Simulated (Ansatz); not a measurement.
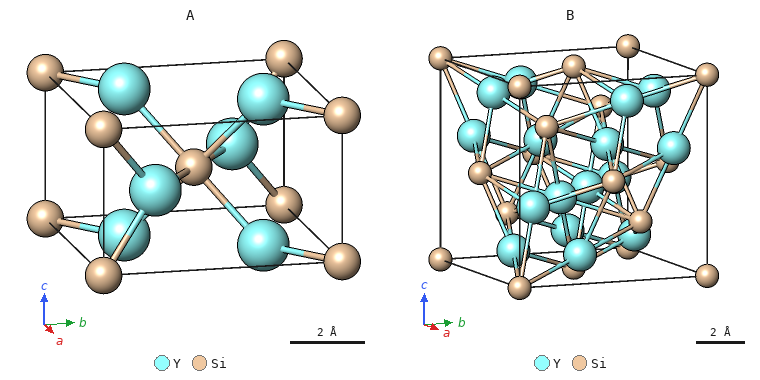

Two structures of Y2Si, each relaxed to rest (conventional cells in solid outline, small ones repeated, not to one scale). Method: DFT PBE, scalar-relativistic, plane waves, PAW in Ansatz 0.2.0, without spin polarisation.

Question: What structure does each panel show?

Answer: A: 6 atoms a cell on a primitive orthorhombic lattice, Pnnm. B: cubic Laves phase (C15, MgCu₂ type), Fd-3m.

Question: Which is the more stable form at this level of theory?

Answer: A is lower, by 869 meV/atom at this level of theory (energies at zero smearing). Volumes: A 30.0, B 26.2 Å³/atom.

One or both may be structure types tried for this composition rather than known phases.
